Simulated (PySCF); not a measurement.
**Run report: Ge4H10O2, core-level calculation**

System: Ge4H10O2, SMILES [OH][Ge]([GeH3])([GeH3])[O][GeH3].
Method: delta-SCF UKS SCAN, pcX-2 on the ionised atom, pcseg-1 elsewhere, spin-free X2C (PySCF 2.14.0).

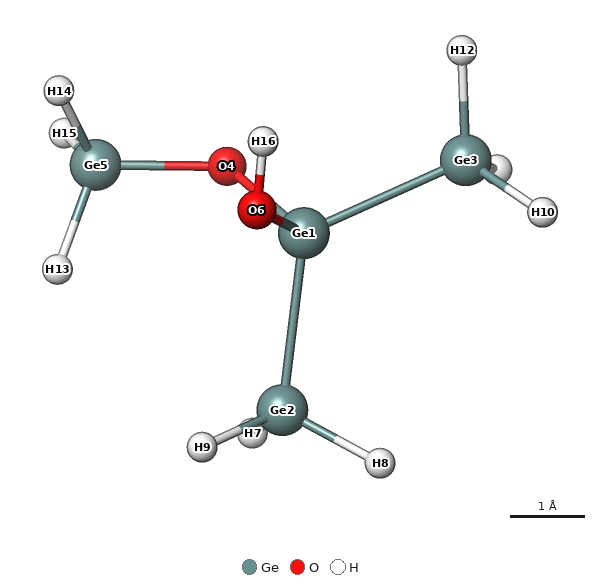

**Figure 1.** The structure as given in the input (ball-and-stick view, seen at a tilt; atoms are numbered from 1 in the order of the input). Sticks mark near contacts.

**Input**
```
{"job": {"kind": "xps", "holes": 5}, "charge": 0, "multiplicity": 1}
Ge     0.009629    -0.141539    -0.464774
Ge    -1.924169    -1.354066     0.377264
Ge    -0.182347     1.166657    -2.503488
O      0.608954     1.033829     0.737362
Ge     1.309588     0.632911     2.327490
O      1.265880    -1.411181    -0.605256
H     -2.691218    -0.469995     1.376448
H     -2.862893    -1.707494    -0.791132
H     -1.468283    -2.646426     1.073552
H     -0.733430     0.296698    -3.648136
H     -1.127303     2.358904    -2.277522
H      1.209949     1.691119    -2.901874
H      0.522976    -0.544375     2.942845
H      2.792830     0.253013     2.160008
H      1.163926     1.901576     3.181906
H      2.094317    -1.071181    -0.962697
```

The first line tells a small driver script what to run in PySCF; the rest is the geometry in Å.

Hardware: 1 CPU thread, shared host.

Launched with:
```bash
OMP_NUM_THREADS=1 python <driver script> task.json out
```

**What the program printed**
```
ground state, core basis on atom 3 (O), 217 functions
  cycle   1  E = -8532.17701219  |g| = 1.15e+00
  cycle   2  E = -8530.45209290  |g| = 2.95e+00
  cycle   3  E = -8532.38481481  |g| = 3.94e-01
  cycle   4  E = -8532.39855995  |g| = 3.47e-01
  cycle   5  E = -8532.42141168  |g| = 6.29e-02
  cycle   6  E = -8532.42253105  |g| = 1.38e-02
  cycle   7  E = -8532.42258099  |g| = 4.00e-03
  cycle   8  E = -8532.42257649  |g| = 1.32e-03
  cycle   9  E = -8532.42258213  |g| = 2.46e-04
  E(ground) = -8532.95336827 Eh
hole in O 1s of atom 3
  cycle   1  E = -8511.83204173  |g| = 2.24e+00
  cycle   2  E = -8511.00906570  |g| = 2.40e+00
  cycle   3  E = -8512.55558270  |g| = 5.93e-01
  cycle   4  E = -8512.53426268  |g| = 6.21e-01
  cycle   5  E = -8512.69382583  |g| = 1.29e-01
  cycle   6  E = -8512.70112210  |g| = 3.69e-02
  cycle   7  E = -8512.70204669  |g| = 8.75e-03
  cycle   8  E = -8512.70208133  |g| = 2.46e-03
  cycle   9  E = -8512.70208311  |g| = 9.00e-04
  cycle  10  E = -8512.70208523  |g| = 2.34e-04
  E(ion) = -8513.23473429 Eh   <S^2> = 0.7649   hole on atom = 1.000   binding energy = 536.571 eV
ground state, core basis on atom 5 (O), 217 functions
  cycle   1  E = -8532.41784858  |g| = 1.57e-01
  cycle   2  E = -8532.40203033  |g| = 3.09e-01
  cycle   3  E = -8532.42048159  |g| = 4.51e-02
  cycle   4  E = -8532.42085540  |g| = 1.70e-02
  cycle   5  E = -8532.42092113  |g| = 4.69e-03
  cycle   6  E = -8532.42092579  |g| = 9.65e-04
  cycle   7  E = -8532.42092585  |g| = 1.55e-04
  E(ground) = -8532.95226145 Eh
hole in O 1s of atom 5
  cycle   1  E = -8511.81965427  |g| = 2.23e+00
  cycle   2  E = -8509.57512059  |g| = 2.70e+00
  cycle   3  E = -8512.16013977  |g| = 1.04e+00
  cycle   4  E = -8512.39164343  |g| = 8.05e-01
  cycle   5  E = -8512.64034385  |g| = 2.16e-01
  cycle   6  E = -8512.66064353  |g| = 5.44e-02
  cycle   7  E = -8512.66281860  |g| = 1.26e-02
  cycle   8  E = -8512.66291317  |g| = 2.96e-03
  cycle   9  E = -8512.66291953  |g| = 1.33e-03
  cycle  10  E = -8512.66291970  |g| = 4.08e-04
  E(ion) = -8513.19594669 Eh   <S^2> = 0.7631   hole on atom = 1.000   binding energy = 537.597 eV
```

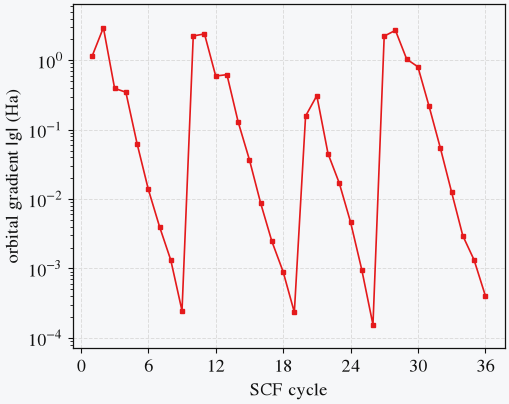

**Figure 2.** Convergence of the self-consistent field: orbital gradient |g| against the SCF cycle. All cycles printed in the log are drawn one after another.

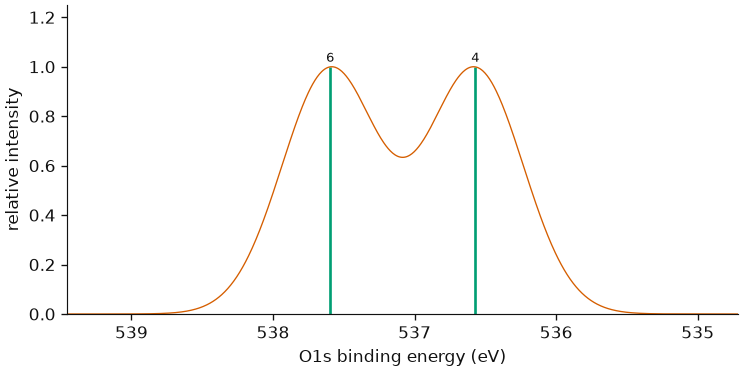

**Figure 3.** O1s binding energies by ΔSCF of the atoms computed, labelled by atom number, with a Gaussian envelope of 0.8 eV full width. They run from 536.57 eV (atom 4) to 537.60 eV (atom 6).

**Key numbers**

- outcome: converged
- wall time: 41 s
- peak memory: 0.77 GiB
